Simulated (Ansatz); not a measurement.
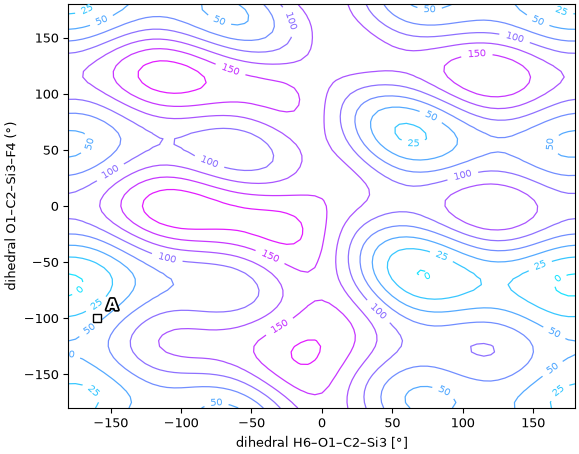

CH4F2OSi, SMILES OC[SiH](F)F. Coordinates scanned: (1) dihedral H6–O1–C2–Si3; (2) dihedral O1–C2–Si3–F4. Nothing is relaxed (all other coordinates rigid). The scan uses an 18 × 18 grid. Energies are in meV, from the lowest grid point. Computed with RHF/def2-TZVP in Ansatz.

Drawn: contour lines labelled in meV, the point A. Between grid points the surface is interpolated.

Is A at rest? If not, where is it pushed?

A, at dihedral H6–O1–C2–Si3 = −160°, dihedral O1–C2–Si3–F4 = −100°, is not a stationary point. The computed force is 1.3 meV for each degree towards smaller values of dihedral H6–O1–C2–Si3 and 1.5 meV for each degree towards larger values of dihedral O1–C2–Si3–F4.
